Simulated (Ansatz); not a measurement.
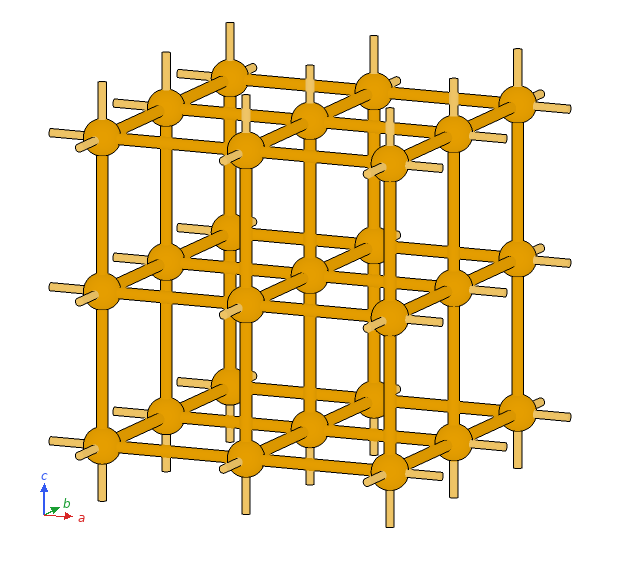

The picture shows a finite piece of the underlying net of a crystal structure, nodes on the atoms' positions. Nodes are coloured by topological kind. Edges to nodes outside the piece are drawn as stubs.

### Classify the net: periodicity, connectivity, name.

A uninodal 6-connected, three-periodic net. It is the pcu net, known from NaCl, ReO3 and the B-X framework of perovskite.

### Give point symbol and coordination sequence.

4^12.6^3, sequence 6, 18, 38, 66.

The net was derived as follows. SrTlI3 (space group Pm-3m, No. 221). Coordinates: coordinates from a relaxation with DFT, PBEsol, plane waves, PAW (Ansatz); the starting structure was generated, so it need not be a known form of this composition. Bonds are taken as I–Sr below 3.5 Å. Simplification: prune 0- and 1-connected atoms, fold 2-connected ones into links. Sr is a 6-connected node. I becomes part of the edges. Tl drops out.
